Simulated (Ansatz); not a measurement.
# Effect of In → Ti on InSb

Take InSb in the zinc blende structure (space group F-43m, No. 216; a = 6.519 Å) as the base.

Perturbation: full substitution In → Ti; the structure is relaxed again.

All numbers come from plane-wave PAW DFT at the PBEsol level (Ansatz, a first-principles code, 420 eV), without spin-orbit coupling. Γ-centred 13×13×13 mesh, Fermi–Dirac width 0.05 eV, for the changed cell.

The volume per atom falls by 5.22 Å³, from 34.63 Å³ to 29.41 Å³ and the density falls by 0.88 g/cm³, from 5.67 g/cm³ to 4.79 g/cm³. The lattice parameter a falls by 0.345 Å to 6.174 Å and the space group remains F-43m (No. 216). The band gap stays zero.

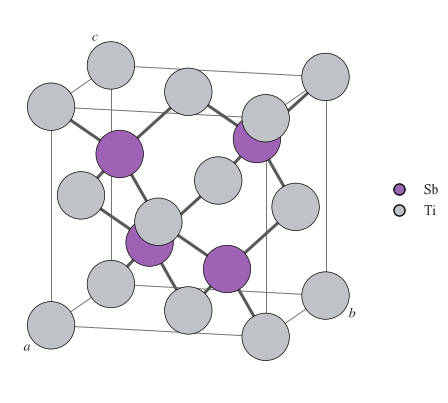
*The relaxed conventional cell after the change*

Spin-orbit coupling, missing from the scalar runs, can matter with Sb. Stability against distortions was not tested. As relaxed here, TiSb is a hypothetical phase, not in the database extracts checked. All final runs are without spin polarisation. An odd electron count without spin: TiSb. TiSb has a high density of states at the Fermi level and may be magnetic at this level. The zero or small gap of InSb can change with the level of theory.
